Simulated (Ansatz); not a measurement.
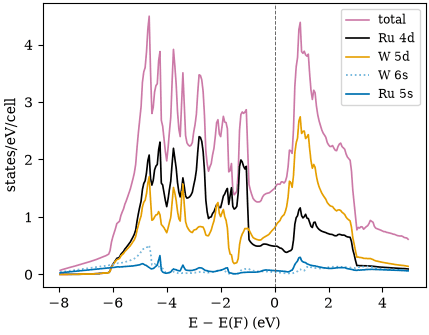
Figure: Total and projected density of states of RuW (rock salt, Fm-3m), PBE in the plane-wave PAW code Ansatz

**Question.** Which orbitals carry the states next to the Fermi level?

**Answer.** Within 0.5 eV of the Fermi level: W 5d 56 %, Ru 4d 31 %. Projections are on Löwdin-orthogonalised atomic valence shells; empty p or d shells of many metals are not among them.

**Question.** Where is the tallest occupied peak in this window, and what makes it?

**Answer.** Near -4.6 eV, about 4.5 states/eV per cell; the largest projected share is Ru 4d.

The start of the workflow was typed in or built on a structure type; neither database checked (COD, Materials Project) lists it. Whether it is the stable phase at ambient conditions was not checked. The PBE relaxation kept the symmetry of its start; its stability against distortions is not shown here. No spin polarisation was allowed. The volume moved by 15 % from the start of the relaxation. Its formation energy is positive at this level, so the cell may be metastable or incomplete. Spin–orbit coupling is left out wherever it is not named.

Potentials: the earlier of the program's two PAW sets.
